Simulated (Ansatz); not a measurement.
**CH2Cl2 (dichloromethane) at B2PLYP/aug-cc-pVDZ**

Aim: the energy change on altering one bond length of CH2Cl2 (dichloromethane) at B2PLYP/aug-cc-pVDZ, from 2 runs. 

The calculation is run with Ansatz 0.2.0.

50 further runs of the same task are left out: 50 set aside as unsound or not needed.

### 1 The molecule

CH2Cl2 has 5 atoms, charge 0, and is taken as a singlet. As SMILES, `ClCCl`. The shape is that of a PBE0-D4/def2-TZVP optimisation.

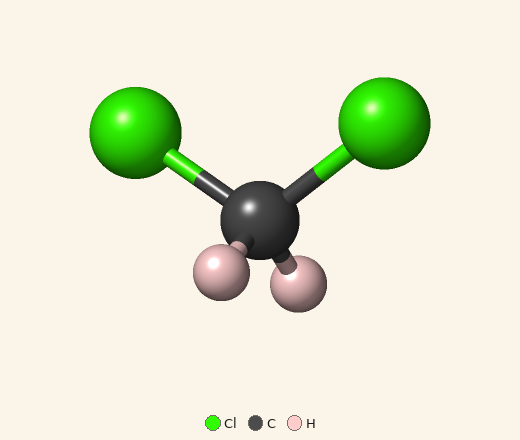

The structure, seen from a chosen angle (chlorine green, carbon dark grey, hydrogen pink).

### 2 The energy at B2PLYP/aug-cc-pVDZ

Contents of molecule.yaml:

```yaml
crystal:
  periodic: [false, false, false]
  atoms:
    - {symbol: Cl, position_ang: [1.630750, -0.338670, 0.265360]}
    - {symbol: C, position_ang: [-0.101090, -0.082670, 0.062890]}
    - {symbol: Cl, position_ang: [-0.474220, 1.284450, -0.984760]}
    - {symbol: H, position_ang: [-0.525010, -0.976700, -0.384090]}
    - {symbol: H, position_ang: [-0.530410, 0.113600, 1.040610]}
basis:
  gaussian:
    orbitals: aug-cc-pVDZ
magnetization:
  spin_polarized: false
hamiltonian:
  xc: {name: B2PLYP}
correlation:
  frozen_orbitals: {C: 1, Cl: 5, H: 0}
accuracy: high
output: {orbitals: {seedname: orbitals}}
```

Command:

```console
$ ansatz run molecule.yaml --threads 1 --pin off --max-ram 3480MiB --events-out events.jsonl --progress --plain --runs-dir runs
```

Output:

```text
Warning: RAYON_NUM_THREADS=1 ignored (pool sized by the plan → 1); use --threads N
Functional definition: B2PLYP
  name "B2PLYP"
  parameter a = 0.53
  parameter c = 0.27
  exchange = (1 - a)*b88_x + a*exact_x
  correlation = (1 - c)*lyp_c + c*(mp2_os + mp2_ss)
1907 factors; integrals over basis functions are off by at most 3.7e-9 eV
mean field evaluation 1: about -26101.5271 eV, gradient 1.5e1 eV
mean field evaluation 2: about -26101.7400 eV, gradient 1.5e1 eV
mean field evaluation 4: about -26102.3069 eV, gradient 2.8e0 eV
mean field evaluation 8: about -26102.3271 eV, gradient 7.0e-2 eV
mean field evaluation 16: about -26102.3271 eV, gradient 3.1e-5 eV
mean field -26102.32707753 eV, -959.2428273066 hartree, gradient 9.6e-9 eV, S^2 0.000000; 0 other end points of the search recorded, 0 dependent functions left out
11 core orbitals not correlated: weight in the atoms' cores, before any rotation towards them, 1.000 or more for the frozen orbitals, at most 0.000 for the correlated occupied ones
reference -26102.32710177 eV, -959.2428281975 hartree; 10, 10 occupied and 74, 74 virtual orbitals, 1907 factors
second order -14.82372149 eV of doubles, -0.00000000 eV of singles
Total energy: -26106.32950658 eV, -959.3899138610 hartree
```

Run time: 11 s. Hardware: 1 thread of Arm Neoverse V2, shared host; peak memory 0.3 GiB.

### 3 The distorted shape at the same level

Contents of input.yaml:

```yaml
basis:
  gaussian:
    orbitals: aug-cc-pVDZ
crystal:
  periodic: [false, false, false]
  atoms:
    - {symbol: Cl, position_ang: [1.817315, -1.022232, 0.789186]}
    - {symbol: C, position_ang: [0.085475, -0.766232, 0.586716]}
    - {symbol: Cl, position_ang: [-0.474220, 1.284450, -0.984760]}
    - {symbol: H, position_ang: [-0.338445, -1.660262, 0.139736]}
    - {symbol: H, position_ang: [-0.343845, -0.569962, 1.564436]}
hamiltonian:
  xc: {name: B2PLYP}
correlation:
  frozen_orbitals: {C: 1, Cl: 5, H: 0}
accuracy: high
output: {orbitals: {seedname: orbitals}}
```

Command:

```console
$ ansatz run input.yaml --threads 1 --pin off --max-ram 3480MiB --events-out events.jsonl --progress --plain --runs-dir runs
```

Output, shortened:

```text
Warning: RAYON_NUM_THREADS=1 ignored (pool sized by the plan → 1); use --threads N
[... 2 set-up lines as earlier in the session ...]
[...]
1916 factors; integrals over basis functions are off by at most 3.4e-9 eV
[...]
mean field -26099.82842873 eV, -959.1510036568 hartree, gradient 9.3e-9 eV, S^2 0.000000; 0 other end points of the search recorded, 0 dependent functions left out; unrestricted orbitals would lower it
11 core orbitals not correlated: weight in the atoms' cores, before any rotation towards them, 1.000 or more for the frozen orbitals, at most 0.000 for the correlated occupied ones
reference -26099.82845457 eV, -959.1510046063 hartree; 10, 10 occupied and 74, 74 virtual orbitals, 1916 factors
second order -15.80601941 eV of doubles, -0.00000000 eV of singles
Total energy: -26104.09607981 eV, -959.3078369412 hartree
```

Run time: 12 s. Hardware: 1 thread of Arm Neoverse V2, shared host; peak memory 0.3 GiB.

### 4 Outcome

Level: B2PLYP/aug-cc-pVDZ, 11 core orbitals frozen.

| quantity | value |
| --- | --- |
| first shape: total energy | -959.38991 Eh |
| first shape: HOMO energy (SCF part's orbitals) | -10.02 eV |
| first shape: LUMO energy (SCF part's orbitals) | 0.22 eV |
| first shape: HOMO–LUMO gap (SCF part's orbitals) | 10.24 eV |
| distorted shape: total energy | -959.30784 Eh |
| distorted shape: HOMO energy (SCF part's orbitals) | -9.42 eV |
| distorted shape: LUMO energy (SCF part's orbitals) | -3.34 eV |
| distorted shape: HOMO–LUMO gap (SCF part's orbitals) | 6.08 eV |
| energy change with the C2–Cl3 bond stretched from 1.762 to 2.643 Å | 2.233 eV |

**Reading.** With the C2–Cl3 bond stretched from 1.762 to 2.643 Å the energy rises by 2.23 eV (52 kcal/mol). The first shape isn't relaxed at this level, so the change isn't measured from a minimum. The restricted solution (distorted shape) is unstable to spin breaking: an unrestricted one lies lower.
